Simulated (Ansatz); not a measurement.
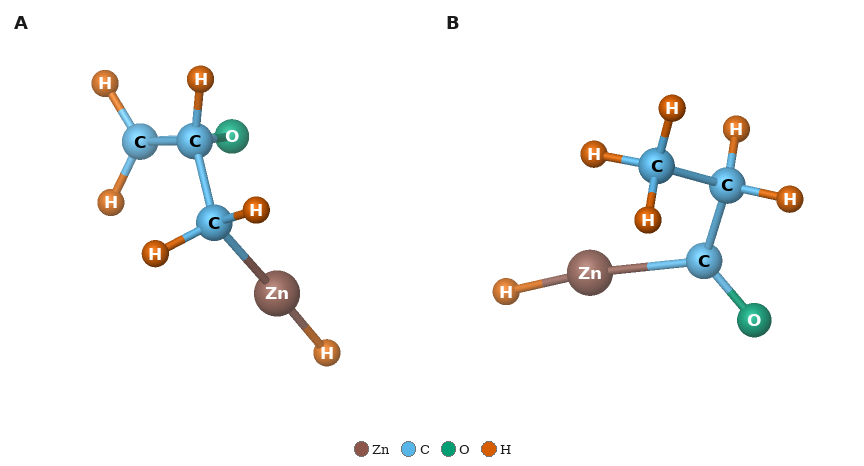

2 stationary structures of one formula. Geometries: PBE0-D4/def2-TZVP. Electronic energies: CCSD(T)/CBS estimate with 3s3p of Cu, Zn: MP2 correlation extrapolated from def2-TZVPP and def2-QZVPP, CCSD(T) minus MP2 from the smaller set (Ansatz 0.2.0), without zero-point energy. No frequency run is at hand to confirm each as a minimum. Each is one conformer, not always the lowest.

Question: Are they conformers, stereoisomers or constitutional isomers?

Answer: They are constitutional isomers of C3H6OZn: A `[ZnH][CH2][C@@H]1CO1`, B `CC[C](=O)[ZnH]`.

Question: Rank them by energy, lowest first.

Answer: B is lowest; A lies 18.1 kcal/mol above it.
